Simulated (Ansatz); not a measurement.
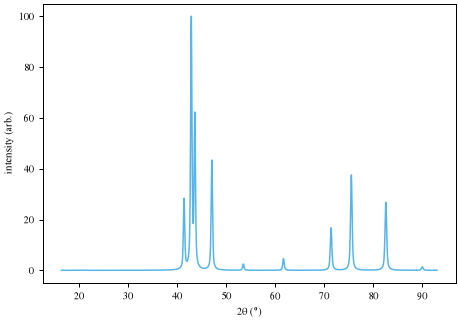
Figure. Simulated powder pattern, Cu Kα, λ = 1.54184 Å

The pattern belongs to a structure relaxed with PBE (plane waves, PAW; program Ansatz).

Q: Which of these materials gives this?
A. HfSi2, MoSi2 or CaC2 type
B. SiSe2, P6_3/mmc (Si on 2c, Se on 4f)
C. SiRu2, P6_3/mmc (Si on 2c, Ru on 2a, Ru on 2d)
D. C, P6_3/mmc (C on 4e, C on 4f)

A: D, C, P6_3/mmc (C on 4e, C on 4f)

The first step of the workflow began from a Materials Project structure, measured or hypothetical. Its sites differ from those of the usual phase in this space group: another stacking or structure type. The cell was relaxed with PBE under the symmetry of its start; whether a distortion lowers the energy is not shown.

Potentials: the later of the program's two PAW sets.
